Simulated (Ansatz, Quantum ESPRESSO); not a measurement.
# MgS (Niningerite): third-order response, part 2 of 3

Aim: Raman and infrared lines of MgS (Niningerite).

Quantum ESPRESSO 8.0 development, patched; DFT LDA, scalar-relativistic, plane waves, PseudoDojo norm-conserving pseudopotentials.

So far. Step 2 (A probe with smearing): A gap of 2.6 eV opens on this mesh, so the crystal is taken as an insulator; the start stands at -3.1 GPa. Step 4 (Self-consistent run for the response): The cell stands at -0.046 GPa, close enough for phonons. The relaxed cell has a = 5.132 Å (conventional setting).

## 5. Zone-centre response

At q = 0 one unit cell holds all displacements; symmetry groups them into irreducible representations that are solved one by one. The response to a field gives ε∞ and the Born charges, which polar modes need. Third-order response adds the Raman tensors.

Contents of ph.in:

```
phonons
&inputph
   prefix = 'x'
   outdir = './tmp'
   fildyn = 'g.dyn'
   tr2_ph = 1.0d-18
   epsil = .true.
   lraman = .true.
   elop = .true.
/
0.000000000000 0.000000000000 0.000000000000
```

Launch:

```bash
> OMP_NUM_THREADS=1 mpirun -n 2 ph.x -nk 2 -in ph.in > ph.out
```

Output:

```text
[banners, grids, parts of the stress and lines that vanish by symmetry left out]
[banner, memory and clock lines left out]
Program PHONON v.8.0dev

     Dynamical matrices for q-points given in input
     (   1q-points):
       N         xq(1)         xq(2)         xq(3)
       1   0.000000000   0.000000000   0.000000000

     ./tmp/x.save/

     IMPORTANT: XC functional enforced from input :
     Exchange-correlation= PW
                           (   1   4   0   0   0   0   0)
     Any further DFT definition will be discarded
     Please, verify this is what you really want

     G-vector sticks info

     Reading collected, re-writing distributed wavefunctions in ./tmp/

     Number and degeneracy of irreps per q-point
       N         xq(1)         xq(2)         xq(3)   N irreps
       1   0.000000000   0.000000000   0.000000000       2
        3   3

     Calculation of q =    0.0000000   0.0000000   0.0000000

     phonons

     bravais-lattice index     =            2
     lattice parameter (alat)  =       9.6989  a.u.
     unit-cell volume          =     228.0874 (a.u.)^3
     number of atoms/cell      =            2
     number of atomic types    =            2
     kinetic-energy cut-off    =      84.0000  Ry
     charge density cut-off    =     336.0000  Ry
     convergence threshold     =      1.0E-18
     beta                      =       0.7000
     number of iterations used =            4
     Exchange-correlation= PW
                           (   1   4   0   0   0   0   0)

     celldm(1)=    9.69885  celldm(2)=    0.00000  celldm(3)=    0.00000
     celldm(4)=    0.00000  celldm(5)=    0.00000  celldm(6)=    0.00000

     crystal axes: (cart. coord. in units of alat)
               a(1) = ( -0.5000  0.0000  0.5000 )
               a(2) = (  0.0000  0.5000  0.5000 )
               a(3) = ( -0.5000  0.5000  0.0000 )

     reciprocal axes: (cart. coord. in units 2 pi/alat)
               b(1) = ( -1.0000 -1.0000  1.0000 )
               b(2) = (  1.0000  1.0000  1.0000 )
               b(3) = ( -1.0000  1.0000 -1.0000 )

     Atoms inside the unit cell:

     Cartesian axes

     site n.  atom      mass           positions (alat units)
        1  Mg     24.3050   tau(    1) = (    0.00000    0.00000    0.00000  )
        2  S      32.0600   tau(    2) = (   -0.50000    0.50000    0.50000  )

     Computing dynamical matrix for
                    q = (   0.0000000   0.0000000   0.0000000 )

     49 Sym.Ops. (with q -> -q+G )

     G cutoff =  800.6090  (  23589 G-vectors)     FFT grid: ( 45, 45, 45)
     number of k points=    29
                       cart. coord. in units 2pi/alat
        k(    1) = (   0.0000000   0.0000000   0.0000000), wk =   0.0039062
        k(    2) = (  -0.1250000   0.1250000  -0.1250000), wk =   0.0312500
        k(    3) = (  -0.2500000   0.2500000  -0.2500000), wk =   0.0312500
        [... further k-points left out ...]

     PseudoPot. # 1 for Mg read from file:
     ./pseudo/Mg.upf
     Pseudo is Norm-conserving, Zval = 10.0

     PseudoPot. # 2 for S  read from file:
     ./pseudo/S.upf
     Pseudo is Norm-conserving + core correction, Zval =  6.0

     Mode symmetry, O_h (m-3m)  point group:

     Electric field:
     Dielectric constant
     Born effective charges as d Force / d E
     Raman tensor
     Electro-optic tensor

     Atomic displacements:
     There are    2 irreducible representations

     Representation     1      3 modes -  To be done

     Representation     2      3 modes -  To be done

     Alpha used in Ewald sum =   2.8000

     Electric Fields Calculation

     The passes end when |ddv_scf|^2 is under  6.1E-20 (on this mesh; tr2_ph alone asks  1.0E-18)

      iter #   1   av.it.:   6.5
      thresh= 1.000E-02 alpha_mix =  0.700 |ddv_scf|^2 =  8.926E-08

      [... iterations left out ...]
      iter #   8   av.it.:  13.3
      thresh= 3.720E-11 alpha_mix =  0.700 |ddv_scf|^2 =  1.625E-21

     End of electric fields calculation

          Dielectric constant in cartesian axis

          (       5.644056698      -0.000000000      -0.000000000 )
          (      -0.000000000       5.644056698       0.000000000 )
          (      -0.000000000       0.000000000       5.644056698 )

          Effective charges (d Force / dE) in cartesian axis without acoustic sum rule applied (asr)

           atom    1  Mg    Mean Z*:        2.30222
      Ex  (        2.30222        0.00000        0.00000 )
      Ey  (        0.00000        2.30222        0.00000 )
      Ez  (        0.00000        0.00000        2.30222 )
           atom    2  S     Mean Z*:       -2.31391
      Ex  (       -2.31391       -0.00000        0.00000 )
      Ey  (       -0.00000       -2.31391        0.00000 )
      Ez  (        0.00000        0.00000       -2.31391 )

          Effective charges Sum: Mean:       -0.01169
             -0.01169        0.00000        0.00000
              0.00000       -0.01169        0.00000
              0.00000        0.00000       -0.01169

          Effective charges (d Force / dE) in cartesian axis with asr applied:
           atom    1  Mg    Mean Z*:        2.30806
      E*x (        2.30806        0.00000       -0.00000 )
      E*y (        0.00000        2.30806        0.00000 )
      E*z (        0.00000        0.00000        2.30806 )
           atom    2  S     Mean Z*:       -2.30806
      E*x (       -2.30806       -0.00000        0.00000 )
      E*y (       -0.00000       -2.30806        0.00000 )
      E*z (        0.00000       -0.00000       -2.30806 )

     Calling punch_plot_e
     Writing on file  drho

     Computing Pc [DH,Drho] |psi>

     Derivative coefficient:  0.001000    Threshold: 1.00E-12
     Message from routine dhdrhopsi:
     some bands at k + dk did not converge to eth_ns: the Raman tensors may be inaccurate, compare with a run at another eth_ns or dek
     Non-scf  u_k: avg # of iterations = 13.7
     Non-scf Du_k: avg # of iterations = 28.2

          Dielectric constant from finite-differences

          (       5.644056042       0.000000000       0.000000000 )
          (       0.000000000       5.644056042      -0.000000000 )
          (       0.000000000      -0.000000000       5.644056042 )

              Electro-optic tensor is defined as
            the derivative of the dielectric tensor
              with respect to one electric field
                 units are Rydberg a.u.

            to obtain the static chi^2 multiply by 1/2

            to convert to pm/Volt multiply per 2.7502

          Electro-optic tensor in cartesian axis:

          (      -0.000000000       0.000000000       0.000000000 )
          (      -0.000000000      -0.000000000      -0.000000000 )
          (       0.000000000       0.000000000       0.000000000 )

          (      -0.000000000      -0.000000000       0.000000000 )
          (      -0.000000000       0.000000000       0.000000000 )
          (      -0.000000000      -0.000000000       0.000000000 )

          (       0.000000000       0.000000000       0.000000000 )
          (      -0.000000000      -0.000000000      -0.000000000 )
          (       0.000000000      -0.000000000       0.000000000 )

          Electro-optic tensor: contribution #   1

          (      -0.000000000       0.000000000      -0.000000000 )
          (      -0.000000000      -0.000000000      -0.000000000 )
          (      -0.000000000       0.000000000      -0.000000000 )

          (      -0.000000000      -0.000000000      -0.000000000 )
          (      -0.000000000       0.000000000      -0.000000000 )
          (      -0.000000000       0.000000000      -0.000000000 )

          (      -0.000000000       0.000000000      -0.000000000 )
          (      -0.000000000      -0.000000000      -0.000000000 )
          (      -0.000000000       0.000000000      -0.000000000 )

          Electro-optic tensor: contribution #   2

          (      -0.000000000      -0.000000000      -0.000000000 )
          (       0.000000000      -0.000000000      -0.000000000 )
          (      -0.000000000      -0.000000000      -0.000000000 )

          (      -0.000000000      -0.000000000       0.000000000 )
          (       0.000000000       0.000000000      -0.000000000 )
          (      -0.000000000      -0.000000000       0.000000000 )

          (      -0.000000000      -0.000000000      -0.000000000 )
          (      -0.000000000      -0.000000000       0.000000000 )
          (       0.000000000       0.000000000      -0.000000000 )

     Computing Second order response

      iter #   1   av.it.:   9.1
      thresh= 1.000E-02 alpha_mix =  0.700 |ddv_scf|^2 =  1.939E-07

      [... iterations left out ...]
      iter #   9   av.it.:  13.8
      thresh= 5.053E-11 alpha_mix =  0.700 |ddv_scf|^2 =  3.169E-21

          Raman tensor (au^-1) in cartesian axis

           atom      1
          (      -0.000000000      -0.000000000      -0.000000000 )
          (       0.000000000       0.000000000      -0.000000000 )
          (      -0.000000000      -0.000000000       0.000000000 )

          (      -0.000000000      -0.000000000       0.000000000 )
          (      -0.000000000       0.000000000      -0.000000000 )
          (      -0.000000000      -0.000000000       0.000000000 )

          (      -0.000000000       0.000000000      -0.000000000 )
          (      -0.000000000       0.000000000      -0.000000000 )
          (      -0.000000000       0.000000000       0.000000000 )

           atom      2
          (       0.000000000      -0.000000000      -0.000000000 )
          (       0.000000000      -0.000000000      -0.000000000 )
          (       0.000000000       0.000000000      -0.000000000 )

          (       0.000000000      -0.000000000       0.000000000 )
          (      -0.000000000      -0.000000000       0.000000000 )
          (      -0.000000000       0.000000000      -0.000000000 )

          (       0.000000000      -0.000000000       0.000000000 )
          (       0.000000000      -0.000000000       0.000000000 )
          (       0.000000000      -0.000000000       0.000000000 )

     Raman tensor (A^2)

     atom #    1    pol.  1
     -0.520282633553E-22     -0.473860109010E-21     -0.253834860612E-21
      0.333366280017E-21      0.138566856276E-21     -0.372956810382E-21
     -0.186565994860E-21     -0.574763407639E-21      0.362796408784E-21
     atom #    1    pol.  2
     -0.159938735500E-21     -0.108085651482E-21      0.142771160386E-21
     -0.183938304791E-22      0.445481056271E-21     -0.276257815863E-21
[...]
atom #    1    pol.  3
[...]
atom #    2    pol.  1
[...]
atom #    2    pol.  2
[...]
atom #    2    pol.  3
[...]
0.629594540400E-21     -0.206711618718E-22      0.282038734013E-21

     Representation #   1 modes #   1   2   3

     Self-consistent Calculation

     The passes end when |ddv_scf|^2 is under  6.1E-20 (on this mesh; tr2_ph alone asks  1.0E-18)

      iter #   1   av.it.:   6.8
      thresh= 1.000E-02 alpha_mix =  0.700 |ddv_scf|^2 =  1.190E-07

      [... iterations left out ...]
      iter #   8   av.it.:  13.6
      thresh= 4.633E-11 alpha_mix =  0.700 |ddv_scf|^2 =  3.471E-21

     End of self-consistent calculation

     Convergence has been achieved

     Representation #   2 modes #   4   5   6

     Self-consistent Calculation

     The passes end when |ddv_scf|^2 is under  6.1E-20 (on this mesh; tr2_ph alone asks  1.0E-18)

      iter #   1   av.it.:   8.7
      thresh= 1.000E-02 alpha_mix =  0.700 |ddv_scf|^2 =  1.679E-06

      [... iterations left out ...]
      iter #   8   av.it.:  13.6
      thresh= 3.209E-10 alpha_mix =  0.700 |ddv_scf|^2 =  3.437E-21

     End of self-consistent calculation

     Convergence has been achieved

     Number of q in the star =    1
     List of q in the star:
          1   0.000000000   0.000000000   0.000000000

          Dielectric constant in cartesian axis

          (       5.644056698      -0.000000000      -0.000000000 )
          (      -0.000000000       5.644056698       0.000000000 )
          (      -0.000000000       0.000000000       5.644056698 )

          Effective charges (d Force / dE) in cartesian axis without acoustic sum rule applied (asr)

           atom    1  Mg    Mean Z*:        2.30222
      Ex  (        2.30222        0.00000        0.00000 )
      Ey  (        0.00000        2.30222        0.00000 )
      Ez  (        0.00000        0.00000        2.30222 )
           atom    2  S     Mean Z*:       -2.31391
      Ex  (       -2.31391       -0.00000        0.00000 )
      Ey  (       -0.00000       -2.31391        0.00000 )
      Ez  (        0.00000        0.00000       -2.31391 )

          Effective charges Sum: Mean:       -0.01169
             -0.01169        0.00000        0.00000
              0.00000       -0.01169        0.00000
              0.00000        0.00000       -0.01169

          Effective charges (d Force / dE) in cartesian axis with asr applied:
           atom    1  Mg    Mean Z*:        2.30806
      E*x (        2.30806        0.00000       -0.00000 )
      E*y (        0.00000        2.30806        0.00000 )
      E*z (        0.00000        0.00000        2.30806 )
           atom    2  S     Mean Z*:       -2.30806
      E*x (       -2.30806       -0.00000        0.00000 )
      E*y (       -0.00000       -2.30806        0.00000 )
      E*z (        0.00000       -0.00000       -2.30806 )

     Diagonalizing the dynamical matrix

     q = (    0.000000000   0.000000000   0.000000000 )

 **************************************************************************
     freq (    1) =       0.100134 [THz] =       3.340112 [cm-1]
     freq (    2) =       0.100134 [THz] =       3.340112 [cm-1]
     freq (    3) =       0.100134 [THz] =       3.340112 [cm-1]
     freq (    4) =       7.529910 [THz] =     251.170748 [cm-1]
     freq (    5) =       7.529910 [THz] =     251.170748 [cm-1]
     freq (    6) =       7.529910 [THz] =     251.170748 [cm-1]
 **************************************************************************

     Mode symmetry, O_h (m-3m)  point group:

     freq (   1-   3) =          3.3  [cm-1]   --> T_1u G_15  G_4- I
     freq (   4-   6) =        251.2  [cm-1]   --> T_1u G_15  G_4- I
```

Run time: 8 min. Hardware: 2 MPI ranks of Intel Xeon Platinum 8488C (Sapphire Rapids), shared host; 16 min of CPU time.

Read from the output:

| Item | Value |
| --- | --- |
| miss of the charge sum rule | 0.01169 e |
| largest acoustic frequency at the zone centre before the sum rule | 3.34 cm⁻¹ |
| highest optical zone-centre mode (no LO-TO term) | 251.2 cm⁻¹ |
| lowest optical zone-centre mode | 251.2 cm⁻¹ |
| mean high-frequency dielectric constant | 5.644 |
| largest Born charge in size (third of the trace) | 2.314 e |

Born charge (rows field, columns displacement), before the sum rule (e), principal values of the symmetric part by kind of site:

```csv
atom,atoms with these values,low,middle,high,mean
Mg1,1,2.30,2.30,2.30,2.30
S2,1,-2.31,-2.31,-2.31,-2.31
```

In full for Mg1:

```
2.30 0.00 0.00
0.00 2.30 0.00
0.00 0.00 2.30
```

High-frequency dielectric tensor:

```
5.64 0.00 0.00
0.00 5.64 0.00
0.00 0.00 5.64
```

The acoustic modes at Γ come out as far as 3.3 cm⁻¹ from zero, where they should vanish, a small numerical error; the Born charges miss their sum rule by 0.012 e, which is good.

## 6. Modes with the sum rule

A rigid shift of the crystal must cost nothing, but grids and finite bases break this; the acoustic sum rule is imposed before the matrix is diagonalised again. With Born charges the intensities follow, and the static dielectric tensor.

Contents of dynmat.in:

```
&input
   fildyn = 'g.dyn'
   asr = 'simple'
   fileig = 'dynmat.eig'
   lperm = .true.
/
```

Launch:

```bash
> dynmat.x -in dynmat.in > dynmat.out
```

Output:

```text
[banner, memory and clock lines left out]
Program DYNMAT v.8.0dev

     Reading Dynamical Matrix from file g.dyn
     ...Force constants read
     ...epsilon and Z* read
     ...Raman cross sections read
     A direction for q was not specified:TO-LO splitting will be absent

     Polarizability (A^3 units)
     multiply by 0.392462 for Clausius-Mossotti correction (not under assume_isolated = 'mt')
        12.490862   -0.000000   -0.000000
        -0.000000   12.490862    0.000000
        -0.000000    0.000000   12.490862

     IR activities are in (D/A)^2/amu units

# mode   [cm-1]    [THz]      IR
    1     -0.00   -0.0000    0.0000
    2     -0.00   -0.0000    0.0000
    3      0.00    0.0000    0.0000
    4    251.14    7.5290    8.8903
    5    251.14    7.5290    8.8903
    6    251.14    7.5290    8.8903

Electronic dielectric permittivity tensor (relative, adimensional)
         5.644057   -0.000000   -0.000000
        -0.000000    5.644057    0.000000
        -0.000000    0.000000    5.644057

 ... with zone-center polar mode contributions
        14.538686    0.000000    0.000000
         0.000000   14.538686    0.000000
         0.000000    0.000000   14.538686
```

Wall time 0.67 s (1 thread).

Read from the output:

```
highest optical zone-centre mode (no LO-TO term) : 251.1 cm⁻¹
lowest optical zone-centre mode                  : 251.1 cm⁻¹
mean static dielectric constant                  : 14.54
```

Unit eigenvectors of the mass-weighted matrix after the sum rule; no LO-TO term. The modes at Γ (shares of kinetic energy by element, %):

```csv
mode,frequency (cm⁻¹),symmetry,Mg %,S %
1,0.0,acoustic,43,57
2,0.0,acoustic,43,57
3,0.0,acoustic,43,57
4,251.1,T1u,57,43
5,251.1,T1u,57,43
6,251.1,T1u,57,43
```

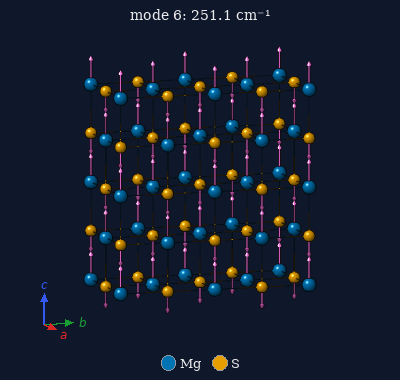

Displacement patterns of mode 6 at Γ; arrows are exaggerated. 1×2×2 conventional cells are drawn. Some periodic images of atoms are drawn too.

Degenerate modes summed, no LO-TO term. Lines of the infrared spectrum (strongest = 100):

```csv
position (cm⁻¹),lines merged,label,"IR intensity, relative"
251,3,T1u,100
```

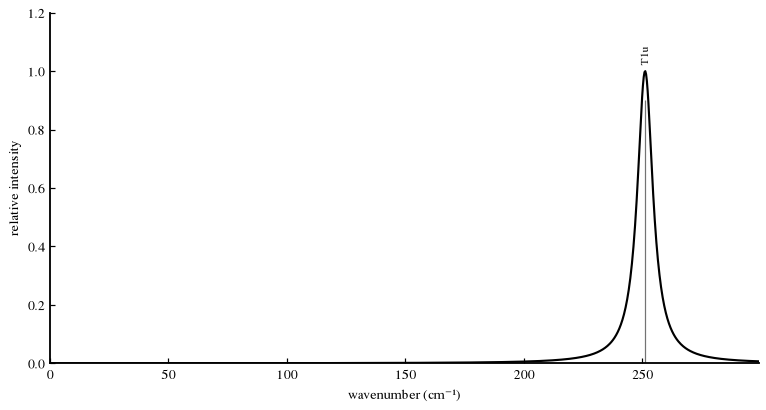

The infrared spectrum, broadened with Lorentzians of width 8 cm⁻¹; bars mark the lines.

Static dielectric tensor (ions relaxed, fixed cell):

```
14.54  0.00  0.00
 0.00 14.54  0.00
 0.00  0.00 14.54
```

The rule moves no optical mode by more than 0.1 cm⁻¹.

## 7. Sum rules set otherwise (asr crystal)

The rule can be imposed in more than one way; the choices should agree where the raw error is small.

Contents of dynmat.in:

```
&input
   fildyn = 'g.dyn'
   asr = 'crystal'
   fileig = 'dynmat.eig'
   lperm = .true.
/
```

Launch:

```bash
> dynmat.x -in dynmat.in > dynmat.out
```

Output:

```text
[banner, memory and clock lines left out]
Program DYNMAT v.8.0dev

     Reading Dynamical Matrix from file g.dyn
     ...Force constants read
     ...epsilon and Z* read
     ...Raman cross sections read
     Acoustic Sum Rule: || Z*(ASR) - Z*(orig)|| =    1.432180E-02
     Acoustic Sum Rule: ||dyn(ASR) - dyn(orig)||=    7.453224E-05
     A direction for q was not specified:TO-LO splitting will be absent

     Polarizability (A^3 units)
     multiply by 0.392462 for Clausius-Mossotti correction (not under assume_isolated = 'mt')
        12.490862   -0.000000   -0.000000
        -0.000000   12.490862    0.000000
        -0.000000    0.000000   12.490862

     IR activities are in (D/A)^2/amu units

# mode   [cm-1]    [THz]      IR
    1     -0.00   -0.0000    0.0000
    2     -0.00   -0.0000    0.0000
    3     -0.00   -0.0000    0.0000
    4    251.16    7.5297    8.8903
    5    251.16    7.5297    8.8903
    6    251.16    7.5297    8.8903

Electronic dielectric permittivity tensor (relative, adimensional)
         5.644057   -0.000000   -0.000000
        -0.000000    5.644057    0.000000
        -0.000000    0.000000    5.644057

 ... with zone-center polar mode contributions
        14.537083    0.000000    0.000000
         0.000000   14.537083    0.000000
         0.000000    0.000000   14.537083
```

Elapsed: 0.66 s, on 1 thread.

This step gave:

```yaml
highest_optical_zone_centre_mode_no_lo_to_term: 251.2 cm⁻¹
lowest_optical_zone_centre_mode: 251.2 cm⁻¹
```

Zone-centre frequencies as printed; negative means imaginary. Modes:

```csv
mode,frequency (cm⁻¹)
1,0
2,0
3,0
4,251.2
5,251.2
6,251.2
```

Against the first rule no mode moves by more than 0.1 cm⁻¹.

[end of part 2 of 3]

[Host names and launcher messages were left out of these logs when they were recorded.]

[Logs are printed without paths, hosts, clocks, repeated set-up lines and the standing remarks that a program may print on its own settings, such as how far it seeks lower states.]

[Hosts, paths, dates, database ids (printed as entryN), source tags and the programs' standing remarks are cut or masked in the printed files.]
